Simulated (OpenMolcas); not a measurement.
# BBr2Cl (dibromo(chloro)borane) at S12h/ANO-RCC-VTZP (DKH4)

What is the energy change on altering one bond length of BBr2Cl (dibromo(chloro)borane) at S12h/ANO-RCC-VTZP (DKH4)? 

Program for the calculation: OpenMolcas 26.06.

## (1) The structure to begin with

The species is BBr2Cl (4 atoms), meant as a singlet with charge 0. As SMILES, `ClB(Br)Br`. The coordinates come from a PBE0-D4/def2-TZVP relaxation.

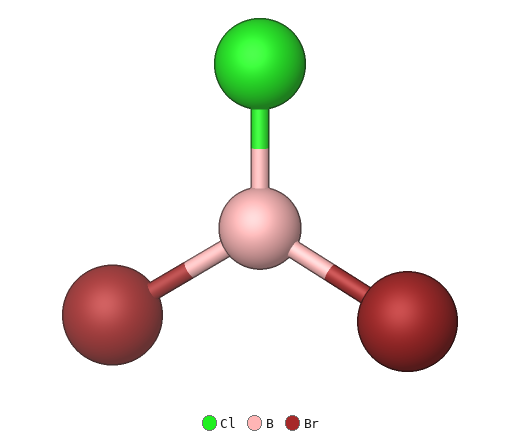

Viewed from a chosen angle; chlorine green, boron pink, bromine red.

## (2) A single-point energy at S12h/ANO-RCC-VTZP (DKH4)

struct.xyz reads:

```xyz
4

Cl    -0.203300    -1.644940     0.633550
B     -0.004820    -0.039040     0.015030
Br     1.283490     1.123730     0.785650
Br    -1.075360     0.560270    -1.434250
```

job.inp reads:

```
* BBr2Cl Kohn-Sham DFT

&GATEWAY
  COORD=struct.xyz
  BASIS=ANO-RCC-VTZP
  GROUP=NoSym

&SEWARD
  RELATIVISTIC=R04O02
  EXPERT

&SCF
  KSDFT=S12H
  PRORBITALS=0
```

Run with:

```bash
$ export MOLCAS_MEM=1860
$ pymolcas job.inp > job.log
```

Output, cut to the lines that bear on the results:

```text
--- Start Module: gateway ---
[...]
--- Stop Module: gateway /rc=_RC_ALL_IS_WELL_ ---
--- Start Module: seward ---
[...]
 ###    WARNING:  EXPERT option is ON!                                       ###
 ###############################################################################
               SEWARD will generate:
[...]
      Basis functions          150
--- Stop Module: seward /rc=_RC_ALL_IS_WELL_ ---
[...]
--- Start Module: scf ---
[...]
       Convergence after  11 Iterations
[...]
::    Total KS-DFT energy                           -5699.2771081557
[...]
      Total spin, S                                     0.0000000000
[...]
      Total electronic charge=   92.000000
      Total            charge=   -0.000000
[...]
      Dipole Moment (debye):
      Origin of the operator (angstrom)=    0.0454    0.3677   -0.1416
                   X=  5.9843E-03               Y=  4.8353E-02               Z= -1.8621E-02           Total=  5.2159E-02
      Quadrupole Moment (debye*angstrom):
[...]
--- Stop Module: scf /rc=_RC_ALL_IS_WELL_ ---
[...]
```

Wall time 78 s (1 thread of Arm Neoverse V2, shared host); peak memory 0.99 GiB.

## (3) The distorted shape, same level

struct.xyz reads:

```xyz
4

Cl    -0.332107    -1.761195     0.556502
B     -0.133627    -0.155295    -0.062018
Br     1.283490     1.123730     0.785650
Br    -1.204167     0.444015    -1.511298
```

job.input reads:

```
* BBr2Cl Kohn-Sham DFT

&GATEWAY
 Coord=struct.xyz
 Basis=ANO-RCC-VTZP
 Group=NoSym

&SEWARD
 Relativistic=R04O02
 Expert

&SCF
 KSDFT=S12H
 PrOrbitals=0
```

Run with:

```bash
$ export MOLCAS_MEM=1860
$ pymolcas job.input > job.log
```

Output, cut to the lines that bear on the results:

```text
--- Start Module: gateway ---
[...]
--- Stop Module: gateway /rc=_RC_ALL_IS_WELL_ ---
--- Start Module: seward ---
[...]
 ###    WARNING:  EXPERT option is ON!                                       ###
 ###############################################################################
               SEWARD will generate:
[...]
      Basis functions          150
--- Stop Module: seward /rc=_RC_ALL_IS_WELL_ ---
[...]
--- Start Module: scf ---
[...]
       Convergence after  11 Iterations
[...]
::    Total KS-DFT energy                           -5699.2671851315
[...]
      Total spin, S                                     0.0000000000
[...]
      Total electronic charge=   92.000000
      Total            charge=   -0.000000
[...]
      Dipole Moment (debye):
      Origin of the operator (angstrom)=   -0.0335    0.2965   -0.1888
                   X= -6.2380E-01               Y= -4.7401E-01               Z= -4.1913E-01           Total=  8.8853E-01
      Quadrupole Moment (debye*angstrom):
[...]
--- Stop Module: scf /rc=_RC_ALL_IS_WELL_ ---
[...]
```

Run time: 77 s. Hardware: 1 thread of Arm Neoverse V2, shared host; peak memory 0.99 GiB.

## (4) Summary of results

Level: S12h/ANO-RCC-VTZP (DKH4).

| quantity | value |
| --- | --- |
| first shape: total energy | -5699.27711 Eh |
| first shape: dipole moment | 0.05 D |
| first shape: HOMO energy | -8.43 eV |
| first shape: LUMO energy | -1.96 eV |
| first shape: HOMO–LUMO gap | 6.47 eV |
| distorted shape: total energy | -5699.26719 Eh |
| distorted shape: dipole moment | 0.89 D |
| distorted shape: HOMO energy | -8.42 eV |
| distorted shape: LUMO energy | -2.19 eV |
| distorted shape: HOMO–LUMO gap | 6.23 eV |
| energy change with the B2–Br3 bond stretched from 1.899 to 2.089 Å | 0.270 eV |

**Reading.** With the B2–Br3 bond stretched from 1.899 to 2.089 Å the energy rises by 0.27 eV (6.2 kcal/mol). The first shape isn't relaxed at this level, so the change isn't measured from a minimum. Mulliken charges (first shape) run from -0.03 on Br3 to +0.07 on B2.
